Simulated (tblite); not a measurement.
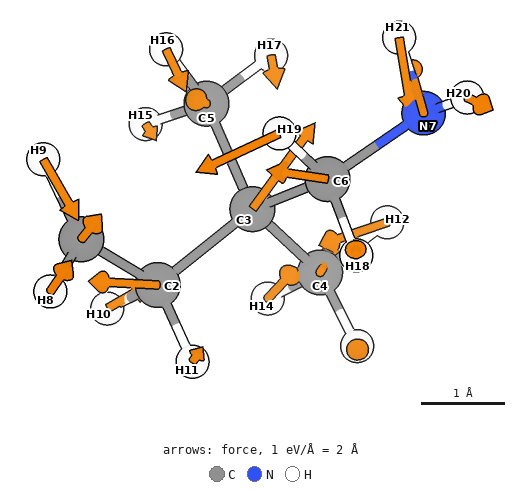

Starting geometry of C$_{6}$H$_{14}$N (multiplicity 2) with the computed forces as orange arrows. A ball-and-stick model, seen from a free direction.

These are results of tblite 0.8.0, GFN2-xTB geometry optimisation, gas phase, not measurements. 

Is this structure relaxed? If not, where do the atoms go?

It isn't relaxed: the largest force vector, on a C atom, is 0.79 eV/Å. The final displacements have little in common with the starting forces (cosine between the two patterns 0.21). The energy falls by 3.43 kcal/mol in 95 geometry steps. An H atom moves most after the best rigid fit: 0.68 Å. Largest moves by element: H 0.68 Å, N 0.08 Å, C 0.07 Å. Some distances before and after: C–C 1.568 → 1.538 Å, C–C 1.490 → 1.468 Å, C–C 1.548 → 1.529 Å, C–H 1.106 → 1.088 Å. Among the angles between lasting bonds that change: N–C–H 107.9° → 113.4°, C–C–H 112.6° → 109.5°, C–C–H 107.3° → 110.0°. Groups turn about C–C by about 30°.
